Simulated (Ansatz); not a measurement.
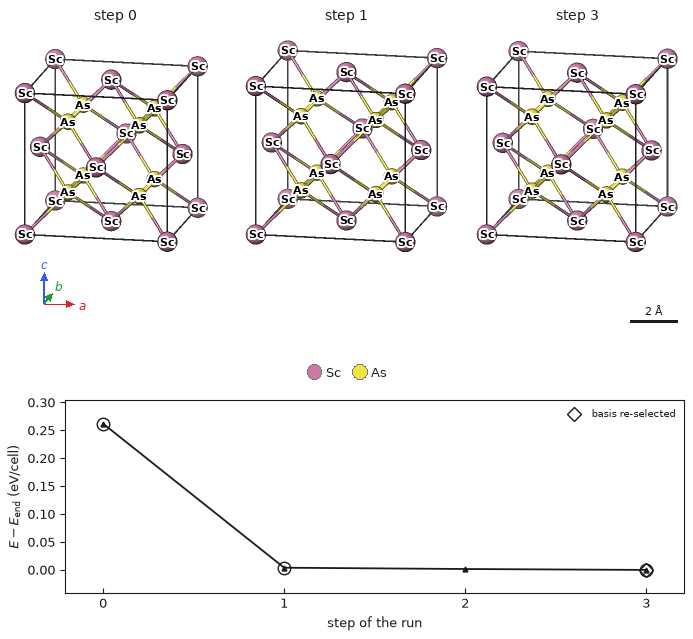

Frames of a relaxation of crystalline ScAs₂ (built on the fluorite_225 type) (coarse preliminary run), marked on the history of the run. A ball-and-stick model of the conventional cell (4 times the calculation's cell), seen slightly off an axis. Lengths and directions refer to the drawn axes.

Case: fluorite type (Fm-3m, No. 225).

Computed with DFT PBE, scalar-relativistic, plane waves, PAW in Ansatz 0.2.0.

The input:
```yaml
crystal:
  lattice:
    - [0.0, 3.1007184277, 3.1007184277]
    - [3.1007184277, 0.0, 3.1007184277]
    - [3.1007184277, 3.1007184277, 0.0]
  atoms:
    - { symbol: Sc, position: [0.0, 0.0, 0.0] }
    - { symbol: As, position: [0.25, 0.25, 0.25] }
    - { symbol: As, position: [0.75, 0.75, 0.75] }
basis:
  ecutwfc: 420
kpoints:
  mp_grid: { grid: [6, 6, 6] }
hamiltonian:
  xc: pbe
scf:
  occupations: { method: gaussian, width: 0.1 }
  lower_state_search: "off"
output:
  forces: true
  stress: true
  eigenvalues: true
relax:
  adjacent_minimum: "off"
  f_tol: 0.04
  max_steps: 70
  cell: { stress_tol: 0.4 }
```

Run as
```bash
ansatz run input.yaml --threads 1 --pin off --max-ram 2560MiB --backend cpu --events-out ev --progress --plain --runs-dir out
```

Describe the path.

Over 2 accepted moves (3 points after the start) the energy falls by 0.262 eV per cell of the calculation. All forces vanish by symmetry, so only the cell relaxes. Pressure: 11.22 GPa at the start and −0.12 GPa at the end. The SCF was repeated once at an unchanged geometry on a basis and grid sized afresh for the cell, which shifted the energy by 1.6 meV per cell of the calculation at most. No atom moves by more than 0.005 Å relative to the cell. The drawn cell changes as follows: a = b = c 6.201 → 6.481 Å (+4.5 %); the volume changes by +14.1 %. Near-neighbour distances that change, for instance: Sc1–As2 2.685 → 2.806 Å. The space group stays Fm-3m (No. 225). Cost: 7.6 s on 1 thread of Arm Neoverse V1 (shared host), peak memory 0.35 GiB. From step 0 to 1: volume +15.3 %, energy −0.258 eV per cell of the calculation. From step 1 to 3: volume −1.1 %, energy −4.0 meV per cell of the calculation.

```json
{"step": "0", "E − E(0), meV/atom": "0.00", "pressure, GPa": "11.22", "volume, Å³/atom": "19.874", "note": ""}
{"step": "1", "E − E(0), meV/atom": "-86.05", "pressure, GPa": "-0.84", "volume, Å³/atom": "22.925", "note": ""}
{"step": "2", "E − E(0), meV/atom": "-86.83", "pressure, GPa": "-0.14", "volume, Å³/atom": "22.683", "note": ""}
{"step": "3", "E − E(0), meV/atom": "-87.37", "pressure, GPa": "-0.12", "volume, Å³/atom": "22.683", "note": "same geometry, new basis"}
```
